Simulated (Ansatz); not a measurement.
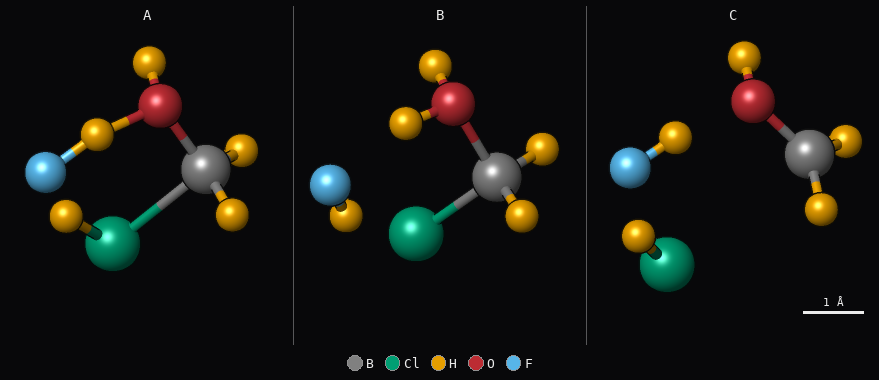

Three geometries of BH5OClF: a saddle point and the two minima that it joins, in shuffled order. Style: ball-and-stick. Shown at a tilt. Sticks join atoms that are closer than about 1.2 times the sum of their covalent radii (a little more with hydrogen).

Stationary points at PBE0-D4/def2-TZVP, single-point energies with CCSD(T)/CBS (def2-TZVPP where no basis is named; Ansatz 0.2.0). The energies are electronic, without zero-point or thermal terms, and both ends are the minima reached downhill from the saddle, with any fragments still in contact. CCSD(T)/CBS stands for a frozen-core estimate: MP2 correlation extrapolated from def2-TZVPP and def2-QZVPP, CCSD(T) minus MP2 from the smaller set.

Identify the saddle point and describe the reaction.

Answer. Frame A is the saddle point. Counted by bonded pieces, B holds BH₄ClO + HF and C holds BH₃O + HCl + HF. From B over the saddle to C, bonds form: Cl–H (1.98 → 1.44 → 1.30 Å), F–H (1.66 → 1.09 → 0.95 Å). Bonds break: B–Cl (1.89 → 2.17 → 3.24 Å), H–O (0.99 → 1.26 → 1.64 Å), F–H (0.96 → 1.29 → 1.88 Å). The saddle has one imaginary mode, 740i cm⁻¹. With CCSD(T)/CBS the barrier is 14.4 kcal/mol from B and 11.7 kcal/mol from C, and C lies 2.7 kcal/mol above B.
